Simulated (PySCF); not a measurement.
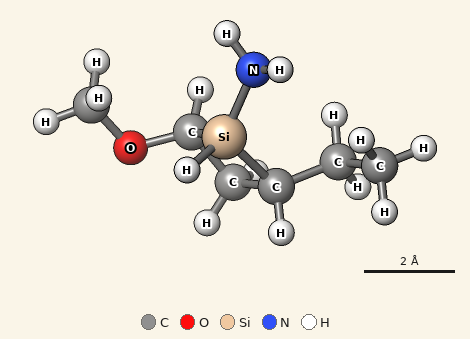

The structure as given in the input (ball-and-stick view, seen at a tilt). Bond lengths as drawn: C–C 1.52 to 1.54 Å, C–H 1.09 to 1.10 Å, C–O 1.40 to 1.42 Å, C–Si 1.92 Å, H–N 1.01 Å, H–Si 1.47 Å and N–Si 1.73 Å.

# C6H15NOSi: NMR shielding calculation

C6H15NOSi, SMILES CC[C@@H]1C[C@@H](OC)[Si@@H]1N, computed with GIAO PBE0/pcSseg-1 NMR shielding, non-relativistic, gas phase (PySCF 2.14.0).

The geometry comes from this level: GFN2-xTB. It belongs to a series of runs on one base structure; here: H on C replaced by OCH3. Figures and captions count atoms from 1; the log counts them from 0 in places.

What the program printed
```
coarse grid: 19592 points
cycle   1  E = -656.3351989409  dE =  1.000e+00  |g| = 7.270e-01  |ddm| = 4.284e+00
cycle   2  E = -656.2400754371  dE =  9.512e-02  |g| = 1.007e+00  |ddm| = 1.634e+00
cycle   3  E = -656.4510417575  dE = -2.110e-01  |g| = 9.558e-02  |ddm| = 1.036e+00
cycle   4  E = -656.4523176355  dE = -1.276e-03  |g| = 4.613e-02  |ddm| = 9.082e-02
cycle   5  E = -656.4527449930  dE = -4.274e-04  |g| = 9.365e-03  |ddm| = 4.501e-02
cycle   6  E = -656.4527621638  dE = -1.717e-05  |g| = 3.447e-03  |ddm| = 1.155e-02
cycle   7  E = -656.4527648178  dE = -2.654e-06  |g| = 3.023e-04  |ddm| = 2.813e-03
final grid: 181960 points
cycle   8  E = -656.5151019050  dE = -5.222e-05  |g| = 1.393e-02  |ddm| = 3.746e-02
cycle   9  E = -656.5150658439  dE =  3.606e-05  |g| = 1.948e-02  |ddm| = 2.477e-02
cycle  10  E = -656.5151429116  dE = -7.707e-05  |g| = 1.794e-03  |ddm| = 1.505e-02
cycle  11  E = -656.5151435901  dE = -6.785e-07  |g| = 2.535e-04  |ddm| = 1.804e-03
cycle  12  E = -656.5151436015  dE = -1.141e-08  |g| = 1.002e-04  |ddm| = 3.442e-04
cycle  13  E = -656.5151436036  dE = -2.093e-09  |g| = 3.164e-05  |ddm| = 1.159e-04
cycle  14  E = -656.5151436038  dE = -2.140e-10  |g| = 4.702e-06  |ddm| = 2.927e-05
```

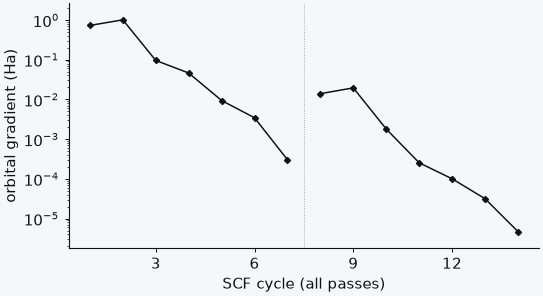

Convergence of the self-consistent field: orbital gradient against the SCF cycle. The dotted line marks the change from a coarse to the final integration grid. The first 7 cycles use a coarse grid, the final grid takes over at cycle 8, and the field converges after 14 cycles in all.

```
converged SCF energy = -656.5151436038

GIAO shielding tensors (ppm)
atom      isotropic    diamagn.    paramagn.     s11        s22        s33       span
  0 C      168.104     246.505     -78.401    156.086    161.207    187.020     30.934
  1 C      156.451     246.867     -90.416    135.955    158.540    174.858     38.903
  2 C      158.583     255.429     -96.846    145.600    155.310    174.839     29.239
  3 C      150.491     251.168    -100.677    130.287    142.728    178.458     48.171
  4 C      104.516     256.205    -151.689     68.340     93.474    151.734     83.394
  5 O      304.637     396.896     -92.259    257.925    317.074    338.912     80.987
  6 C      126.774     244.574    -117.799     98.416     99.015    182.892     84.476
  7 Si     359.477     882.203    -522.726    323.312    361.115    394.003     70.691
  8 N      255.160     317.406     -62.245    219.313    257.831    288.337     69.024
  9 H       30.472      27.391       3.081     25.923     27.220     38.274     12.351
 10 H       31.132      31.217      -0.085     25.926     32.008     35.462      9.537
 11 H       30.834      29.351       1.483     26.868     28.624     37.010     10.141
 12 H       29.784      32.594      -2.810     26.496     29.820     33.037      6.542
 13 H       30.188      31.119      -0.930     24.933     29.504     36.128     11.195
 14 H       30.337      34.836      -4.500     25.568     30.539     34.903      9.335
 15 H       29.369      32.846      -3.477     25.113     28.644     34.350      9.237
 16 H       29.233      33.016      -3.783     25.368     28.628     33.702      8.334
 17 H       27.803      34.545      -6.742     24.713     28.084     30.610      5.896
 18 H       27.900      27.464       0.435     23.708     25.338     34.653     10.945
 19 H       28.627      28.780      -0.153     25.200     25.957     34.723      9.523
 20 H       28.663      30.015      -1.351     25.588     27.295     33.107      7.520
 21 H       26.132      31.008      -4.876     23.258     24.472     30.667      7.409
 22 H       31.535      31.013       0.522     23.563     28.110     42.933     19.370
 23 H       31.419      31.269       0.150     23.876     27.792     42.588     18.712
```

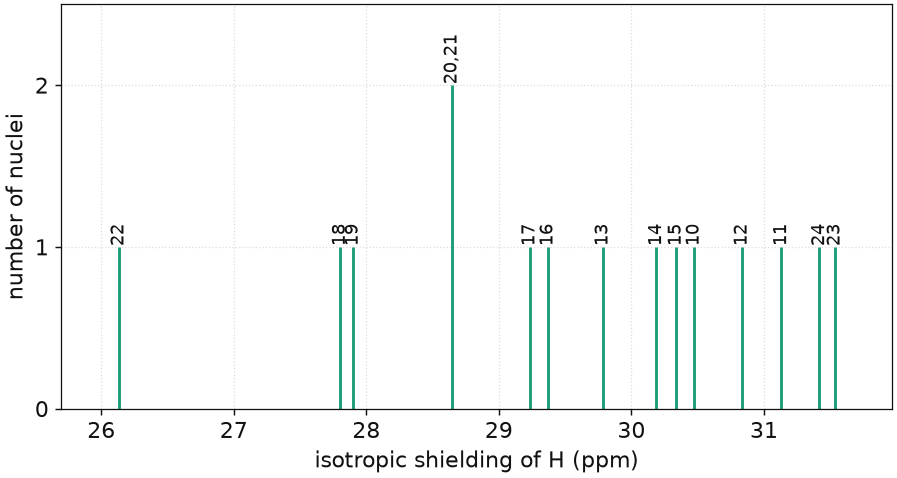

Isotropic shieldings of the hydrogen nuclei in this fixed geometry, labelled by atom number; shielding grows to the right, so chemical shift grows to the left. The least shielded is H22 (26.1 ppm), the most shielded H23 (31.5 ppm).

This output came from the following input.

Input
```
{"job": {"kind": "nmr", "xc": "PBE0", "basis": "pcSseg-1"}, "charge": 0, "multiplicity": 1}
C     -3.163130    -0.373626    -0.240386
C     -2.062608     0.596853    -0.647095
C     -0.938816     0.647176     0.381684
C      0.199082     1.613205    -0.016216
C      1.307068     0.615169    -0.387052
O      2.539935     0.972061     0.217935
C      3.543403     0.030594    -0.012474
Si     0.292018    -0.821986     0.386951
N     -0.028045    -2.083874    -0.745098
H     -3.958634    -0.387096    -0.982444
H     -2.761311    -1.379299    -0.143997
H     -3.592220    -0.084574     0.717106
H     -1.655562     0.297827    -1.614569
H     -2.492293     1.596853    -0.761172
H     -1.371621     0.914321     1.347534
H     -0.069945     2.290007    -0.825927
H      0.537887     2.206218     0.831055
H      1.451238     0.549612    -1.475769
H      4.432994     0.374722     0.512304
H      3.766429    -0.064375    -1.084326
H      3.251211    -0.959540     0.366979
H      0.732510    -1.225376     1.728939
H     -0.722205    -2.774724    -0.509368
H      0.750881    -2.530383    -1.203571
```

The first line tells a small driver script what to run in PySCF; the rest is the geometry in Å.

Run as:
```bash
OMP_NUM_THREADS=1 python <driver script> task.json out
```

Key numbers

- outcome: converged
- total energy: −656.515144 hartree
- HOMO: −6.48 eV
- LUMO: 0.58 eV
- dipole moment: 2.36 D
- isotropic shielding, C: 104.5 to 168.1 ppm
- isotropic shielding, O: 304.6 ppm
- isotropic shielding, Si: 359.5 ppm
- isotropic shielding, N: 255.2 ppm
- isotropic shielding, H: 26.1 to 31.5 ppm
- hardware: 1 CPU thread, shared host
- wall time: 56 s
- peak memory: 1.1 GiB
